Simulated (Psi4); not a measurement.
**triplet InF: levels of theory compared**

Wanted: a comparison of 6 runs (U-r2SCAN/def2-TZVPP, U-revPBE/def2-TZVPP, UCAM-B3LYP/def2-TZVPP, UM06-2X/def2-TZVPP, UM06-L/def2-TZVPP, UTPSS/def2-TZVPP) of triplet InF. 

Program for the calculation: Psi4 1.11.

### 1 The system as given

InF: 2 atoms, total charge 0, spin state triplet. SMILES of the parent species: `[F][In]`. Geometry: relaxed at PBE0-D4/def2-TZVP. That shape belongs to the parent species and isn't relaxed for this state.

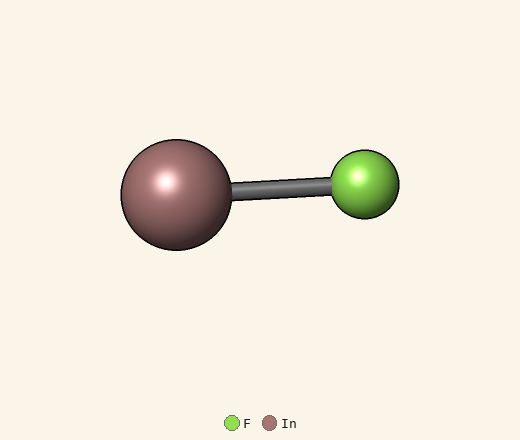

The structure, seen from a chosen angle (fluorine green, indium brown).

### 2 A single-point energy at U-r2SCAN/def2-TZVPP (core potential) (run 1)

job.dat

```
memory 1600 MB

molecule geom {
  0 3
  F      0.000000     0.000000     0.015910
  In     0.000000     0.000000     2.009580
  symmetry c1
}

set basis def2-TZVPP
set reference uks
set puream true
set e_convergence 1e-09
set d_convergence 1e-08
set scf_type pk
set dft_radial_points 99
set dft_spherical_points 590
set maxiter 100

e_tot, wfn = energy('r2scan', return_wfn=True)
oeprop(wfn, 'MAYER_INDICES', 'MULLIKEN_CHARGES', 'LOWDIN_CHARGES')
```

Started as:

```console
$ psi4 job.dat job.out -n 1
```

job.out:

```text
[...]
    !!!  WARNING: ECP capability is in beta. Please check occupations closely.  !!!
[...]
  Running in c1 symmetry.
[...]
  Nuclear repulsion =   50.166021867525714
[...]
  Multiplicity = 3
[...]
  Nalpha       = 16
  Nbeta        = 14
[...]
    Number of basis functions: 81
[...]
   @UKS iter   1:  -289.80005526401038   -7.97497e-01   8.68377e-03 ADIIS/DIIS
[...]
   @UKS iter  22:  -289.97989160516579   -1.13687e-13   3.13345e-09 DIIS
[...]
   @S^2 Observed:                2.004715230E+00
[...]
  @UKS Final Energy:  -289.97989160516579
   => Energetics <=
    Nuclear Repulsion Energy =             50.1660218675257141
    One-Electron Energy =                -574.4251240667041429
    Two-Electron Energy =                 261.5035843525769224
    DFT Exchange-Correlation Energy =     -27.2243737585642869
    Empirical Dispersion Energy =           0.0000000000000000
    VV10 Nonlocal Energy =                  0.0000000000000000
    Total Energy =                       -289.9798916051657898
[...]
 Multipole Moments:
 ------------------------------------------------------------------------------------
     Multipole            Electronic (a.u.)      Nuclear  (a.u.)        Total (a.u.)
 ------------------------------------------------------------------------------------
 L = 1.  Multiply by 2.5417464519 to convert [e a0] to [Debye]
 Dipole X            :          0.0000000            0.0000000            0.0000000
 Dipole Y            :         -0.0000000            0.0000000           -0.0000000
 Dipole Z            :         18.9520007          -17.8711737            1.0808271
 Magnitude           :                                                    1.0808271
[...]
```

Run time: 34 s. Hardware: 1 thread of Intel Xeon Platinum 8259CL at 2.50GHz (Skylake/Cascade Lake), shared host; peak memory 0.85 GiB.

### 3 Energy and forces at U-revPBE/def2-TZVPP (core potential) (run 2)

fin.xyz

```xyz
2
FIn
F      0.000000     0.000000     0.015910
In     0.000000     0.000000     2.009580
```

fin.py

```python
import psi4

psi4.set_memory(1600000000)
psi4.set_num_threads(1)
psi4.core.set_output_file('output.dat', False)

with open('fin.xyz') as f:
    atoms = ''.join(f.readlines()[2:])
m = psi4.geometry('0 3\n' + atoms + 'symmetry c1')

options = {'reference': 'uks', 'puream': True, 'e_convergence': 1e-09, 'd_convergence': 1e-08, 'scf_type': 'pk', 'dft_radial_points': 99, 'dft_spherical_points': 590, 'maxiter': 100}
psi4.set_options(options)

E, wfn = psi4.gradient('revpbe/def2-TZVPP', molecule=m, return_wfn=True)
psi4.oeprop(wfn, 'DIPOLE', 'QUADRUPOLE', 'MAYER_INDICES', title='REVPBE')
print('gradient / Eh bohr^-1')
print(E.np.round(6))
print(f'energy = {wfn.energy():.10f} Eh')
```

Started as:

```console
$ python fin.py
```

output.dat:

```text
[...]
    !!!  WARNING: ECP capability is in beta. Please check occupations closely.  !!!
[...]
  Running in c1 symmetry.
[...]
  Nuclear repulsion =   50.166021867525714
[...]
  Multiplicity = 3
[...]
  Nalpha       = 16
  Nbeta        = 14
[...]
    Number of basis functions: 81
[...]
   @UKS iter   1:  -289.79316519589878   -7.44190e-01   8.56924e-03 DIIS/ADIIS
[...]
   @UKS iter  13:  -289.96983757381639   -5.11591e-13   7.74036e-09 DIIS
[...]
   @S^2 Observed:                2.002466696E+00
[...]
  @UKS Final Energy:  -289.96983757381639
   => Energetics <=
    Nuclear Repulsion Energy =             50.1660218675257141
    One-Electron Energy =                -574.1310505201479373
    Two-Electron Energy =                 261.1735561523793763
    DFT Exchange-Correlation Energy =     -27.1783650735735698
    Empirical Dispersion Energy =           0.0000000000000000
    VV10 Nonlocal Energy =                  0.0000000000000000
    Total Energy =                       -289.9698375738163918
[...]
  -Total Gradient:
     Atom            X                  Y                   Z
    ------   -----------------  -----------------  -----------------
       1        0.000000000126     0.000000000155     0.003734151275
       2       -0.000000000126    -0.000000000155    -0.003726670688
[...]
```

On the terminal:

```text
gradient / Eh bohr^-1
[[ 0.        0.        0.003734]
 [-0.       -0.       -0.003727]]
energy = -289.9698375738 Eh
```

It took 17 s on 1 thread of Intel Xeon Platinum 8259CL at 2.50GHz (Skylake/Cascade Lake), shared host; peak memory 0.52 GiB.

Run 3 isn't shown in full; the table further down has it.

### 4 A single-point energy at UM06-2X/def2-TZVPP (core potential) (run 4)

fin.xyz is that of step 3.

fin.py

```python
import psi4

psi4.set_memory(1600000000)
psi4.set_num_threads(1)
psi4.set_output_file('fin.out', False)

with open('fin.xyz') as f:
    atoms = ''.join(f.readlines()[2:])
m = psi4.geometry('0 3\n' + atoms + 'symmetry c1')

psi4.set_options({
    'reference': 'uks',
    'puream': True,
    'e_convergence': 1e-09,
    'd_convergence': 1e-08,
    'scf_type': 'pk',
    'dft_radial_points': 99,
    'dft_spherical_points': 590,
    'maxiter': 100,
})

e_tot, wfn = psi4.energy("m06-2x/def2-TZVPP", return_wfn=True)
psi4.oeprop(wfn, "QUADRUPOLE", "DIPOLE", "MULLIKEN_CHARGES", title="M06-2X")
print('E =', round(e_tot, 9))
```

Started as:

```console
$ python fin.py
```

fin.out:

```text
[...]
  Running in c1 symmetry.
[...]
  Nuclear repulsion =   50.166021867525714
[...]
  Multiplicity = 3
[...]
  Nalpha       = 16
  Nbeta        = 14
[...]
    Number of basis functions: 81
[...]
   @UKS iter   1:  -289.70209514278355   -9.72429e-01   7.65072e-03 ADIIS/DIIS
[...]
   @UKS iter  14:  -289.84596209260201   -4.88853e-12   8.21170e-09 DIIS
[...]
   @S^2 Observed:                2.006041293E+00
[...]
  @UKS Final Energy:  -289.84596209260201
   => Energetics <=
    Nuclear Repulsion Energy =             50.1660218675257141
    One-Electron Energy =                -574.2969131223158001
    Two-Electron Energy =                 247.4032662186791640
    DFT Exchange-Correlation Energy =     -13.1183370564911268
    Empirical Dispersion Energy =           0.0000000000000000
    VV10 Nonlocal Energy =                  0.0000000000000000
    Total Energy =                       -289.8459620926020079
[...]
 Multipole Moments:
 ------------------------------------------------------------------------------------
     Multipole            Electronic (a.u.)      Nuclear  (a.u.)        Total (a.u.)
 ------------------------------------------------------------------------------------
 L = 1.  Multiply by 2.5417464519 to convert [e a0] to [Debye]
 Dipole X            :         -0.0000003            0.0000000           -0.0000003
 Dipole Y            :         -0.0000001            0.0000000           -0.0000001
 Dipole Z            :         19.1060518          -17.8711737            1.2348782
 Magnitude           :                                                    1.2348782
 L = 2.  Multiply by 1.3450342976 to convert [e a0^2] to [Debye ang]
 Quadrupole XX       :        -23.8276898            0.0000000          -23.8276898
 Quadrupole XY       :          1.0028403            0.0000000            1.0028403
[...]
```

The script printed:

```text
E = -289.845962093
```

Run time: 17 s. Hardware: 1 thread of Intel Xeon Platinum 8259CL at 2.50GHz (Skylake/Cascade Lake), shared host; peak memory 0.85 GiB.

Run 5 isn't shown in full; the table further down has it.

### 5 The energy at UTPSS/def2-TZVPP (core potential) (run 6)

calc.py

```python
import psi4

psi4.set_memory(1600000000)
psi4.set_num_threads(1)
psi4.core.set_output_file('fin.out', False)

mol = psi4.geometry("""
0 3
F
In 1 1.99367
units angstrom
symmetry c1
""")

psi4.set_options({
    'basis': 'def2-TZVPP',
    'reference': 'uks',
    'puream': True,
    'e_convergence': 1e-09,
    'd_convergence': 1e-08,
    'scf_type': 'pk',
    'dft_radial_points': 99,
    'dft_spherical_points': 590,
    'maxiter': 100,
})

energy_value = psi4.energy("tpss", molecule=mol)
print(f'tpss energy: {energy_value:.10f} Eh')
```

Started as:

```console
$ python calc.py
```

fin.out:

```text
[...]
    !!!  WARNING: ECP capability is in beta. Please check occupations closely.  !!!
[...]
  Running in c1 symmetry.
[...]
  Nuclear repulsion =   50.166021867525735
[...]
  Multiplicity = 3
[...]
  Nalpha       = 16
  Nbeta        = 14
[...]
    Number of basis functions: 81
[...]
   @UKS iter   1:  -289.70854718219016   -7.30413e-01   8.34669e-03 ADIIS/DIIS
[...]
   @UKS iter  12:  -289.87686734378269   -5.27507e-11   6.70370e-09 DIIS
[...]
   @S^2 Observed:                2.002685154E+00
[...]
  @UKS Final Energy:  -289.87686734378269
   => Energetics <=
    Nuclear Repulsion Energy =             50.1660218675257354
    One-Electron Energy =                -574.1378313594859719
    Two-Electron Energy =                 261.1805302084356981
    DFT Exchange-Correlation Energy =     -27.0855880602581607
    Empirical Dispersion Energy =           0.0000000000000000
    VV10 Nonlocal Energy =                  0.0000000000000000
    Total Energy =                       -289.8768673437826919
[...]
 Multipole Moments:
 ------------------------------------------------------------------------------------
     Multipole            Electronic (a.u.)      Nuclear  (a.u.)        Total (a.u.)
 ------------------------------------------------------------------------------------
 L = 1.  Multiply by 2.5417464519 to convert [e a0] to [Debye]
 Dipole X            :         -0.0000001            0.0000000           -0.0000001
 Dipole Y            :         -0.0000001            0.0000000           -0.0000001
 Dipole Z            :         18.8658614          -17.8711737            0.9946877
 Magnitude           :                                                    0.9946877
[...]
```

The script printed:

```text
tpss energy: -289.8768673438 Eh
```

Run time: 27 s. Hardware: 1 thread of Intel Xeon Platinum 8259CL at 2.50GHz (Skylake/Cascade Lake), shared host; peak memory 0.85 GiB.

### 6 The series

```tsv
run	level	task	energy (Eh)	dipole moment (D)	HOMO energy (eV)	⟨S²⟩	wall time
1	U-r2SCAN/def2-TZVPP (core potential)	energy	-289.979892	2.75	-3.51	2.005	34 s
2	U-revPBE/def2-TZVPP (core potential)	gradient	-289.969838	2.45	-3.21	2.002	17 s
3	UCAM-B3LYP/def2-TZVPP (core potential)	energy	-289.901407	2.99	-5.19	2.005	19 s
4	UM06-2X/def2-TZVPP (core potential)	energy	-289.845962	3.14	-4.97	2.006	17 s
5	UM06-L/def2-TZVPP (core potential)	energy	-290.062776	2.57	-3.06	2.004	18 s
6	UTPSS/def2-TZVPP (core potential)	energy	-289.876867	2.53	-3.29	2.003	27 s
```

### 7 Summary of results

| quantity | value |
| --- | --- |
| run 6: total energy | -289.87687 Eh |
| run 6: dipole moment | 2.53 D |
| run 6: HOMO energy (highest over α and β) | -3.29 eV |
| run 6: ⟨S²⟩ | 2.003 |

What this shows: The dipole moment (its size) runs from 2.45 D (U-revPBE/def2-TZVPP) to 3.14 D (UM06-2X/def2-TZVPP). Totals of different functionals can't be ranked against each other. All runs together took 2.2 min, the longest 34 s.
